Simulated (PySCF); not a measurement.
C₃H₁₀Al₂Cl₂ (SMILES CC[CH2][AlH-]1[Cl+][AlH2-][Cl+]1)

The calculation's input:

```
{"job": {"kind": "nmr", "xc": "PBE0", "basis": "pcSseg-1", "pop": false}, "charge": 0, "multiplicity": 1}
C     -2.306000     0.968000     0.724800
C     -2.428400    -0.435200     0.172800
C     -1.021500    -0.973900    -0.178700
Al     0.344700     0.259400    -0.719700
Cl     1.408700     1.288600     1.174900
Al     3.114300     0.110300     0.554200
Cl     2.082200    -0.983000    -1.190100
H     -1.848900     0.931000     1.746000
H     -1.671600     1.539900     0.046800
H     -3.248600     1.621000     0.834000
H     -3.003800    -0.439500    -0.802000
H     -3.003000    -1.055000     0.830300
H     -1.175000    -1.888100    -0.750500
H     -0.682200    -1.392600     0.851600
H      0.450700     1.314000    -1.841700
H      3.622900    -0.620900     1.801300
H      4.163000     0.766700    -0.447200
```

Launched as:

```sh
OMP_NUM_THREADS=1 python probes_run.py task.json out
```

Geometry: GFN2-xTB, MD frame at 250 fs, 400 K.

Theory: PySCF 2.14.0, PBE0/pcSseg-1, SCF density, gas phase, non-relativistic.

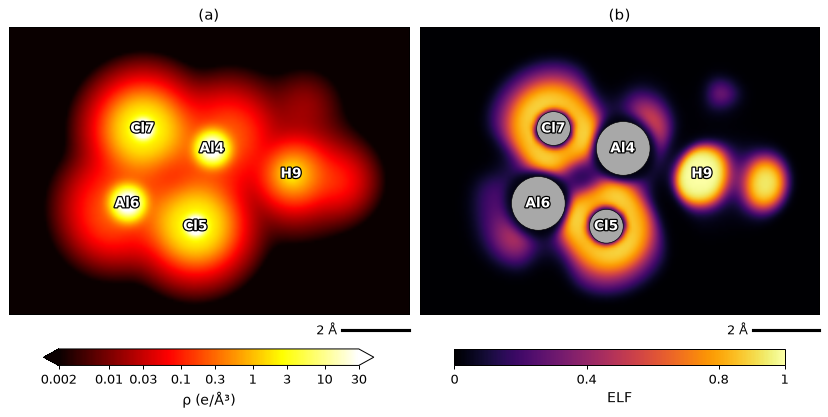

Figure 1. (a) total electron density; (b) ELF on the plane of atoms Cl5, Al6 and Cl7. Grey discs cover the atomic cores in the ELF map.

Q: Describe what can be read from this map.

A: Atoms in the plane: Al, Cl and H. Al–Cl (2.16 Å): ρ is about 0.64 e/Å³ halfway; the ELF peaks at about 0.90 in the valence shell of Cl, 0.9 Å from its nucleus, and is about 0.85 at the midpoint. Al–Cl (2.30 Å): ρ at the midpoint is about 0.48 e/Å³; the ELF peaks at about 0.90 in the valence shell of Cl, 0.9 Å from its nucleus, and is about 0.80 at the midpoint. Al–Cl (2.40 Å): the density is about 0.4 e/Å³ at the midpoint, with its minimum of 0.25 e/Å³ about 0.9 Å from Al; the ELF peaks at about 0.85 in the valence shell of Cl, 0.9 Å from its nucleus, and is about 0.80 at the midpoint. The ELF also peaks beside Cl5 and Cl7, away from the bonds: lone-pair regions.

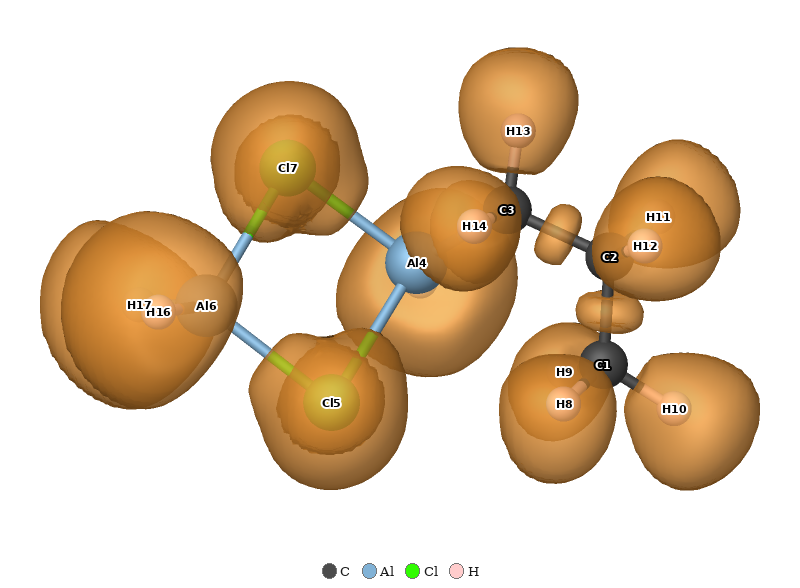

Figure 2. Isosurface of the electron localisation function at 0.8 (orange), seen across its widest extent. Core shells and regions of very low density are left out.

Q: Where are the electrons localised?

A: The ELF exceeds this value in one region between bonded Al–C atoms (shared pairs), two regions between bonded C–C atoms (shared pairs), ten regions around hydrogen nuclei and two regions on Cl in which the atom's valence shell and bonds are merged.


C–C (1.51 Å): the ELF peaks at about 0.95 between the atoms; localised, covalent bonding. C–Al (1.92 Å): the ELF peaks at about 0.95 between the atoms (a polar covalent bond).

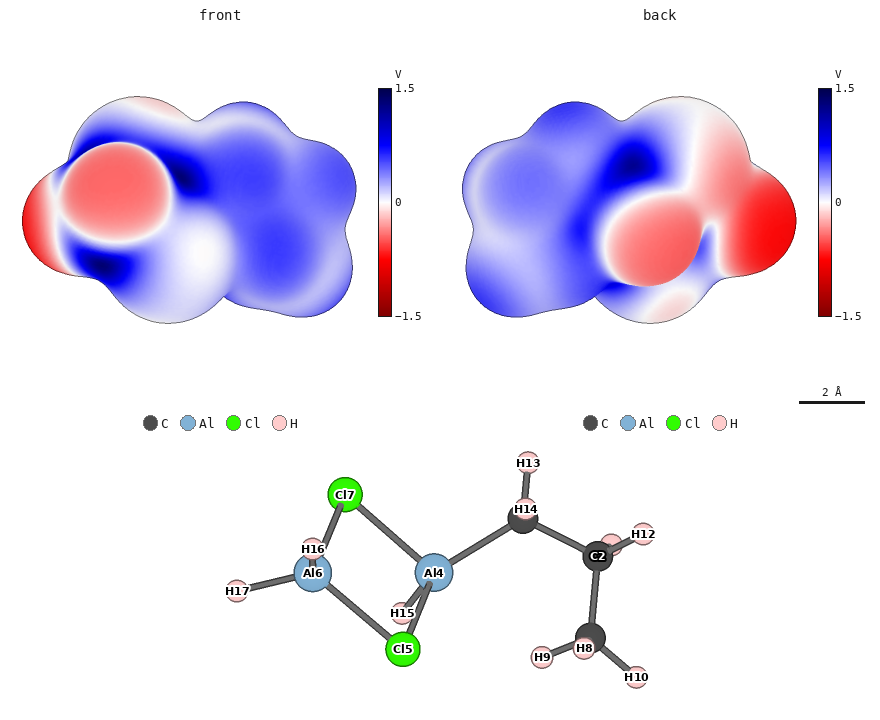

Figure 3. The electrostatic potential painted on the density surface at 0.001 e/bohr³, seen from the front and from behind; the colour scale runs from red (negative) to blue (positive). The bare structure is drawn below in the same view.

Q: Describe the electrostatic potential map.

A: The most negative region (about −0.7 V) lies over H17, the most positive (about +1.2 V) over Al4 and Al6.

Q: How polar is the molecule by this calculation?

A: Its dipole moment is 2.34 D.
